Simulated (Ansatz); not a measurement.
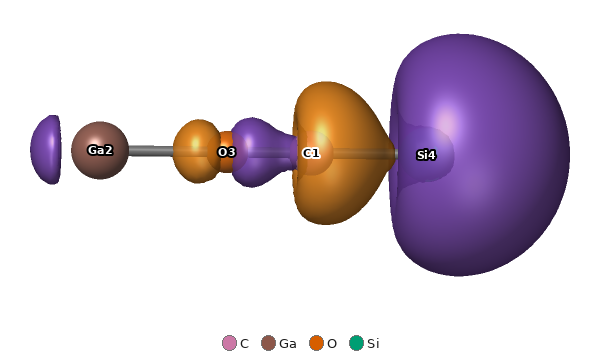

Figure. CGaOSi (doublet). The HOMO−1 (β) at ±0.08 Å⁻³ᐟ² (orange and purple are the two phases), seen from one side.

Geometry: PBE0-D3(BJ)/def2-SVP.

Level of theory: Ansatz, isolated molecule in a Gaussian basis; Kohn-Sham density functional theory, functional PBE0.

> Where does this orbital lie, and at what energy?

Its weight (Hirshfeld) is mainly on Si4 (about 80 %) and C1 (about 10 %); it is of σ type. Its energy is −7.53 eV.
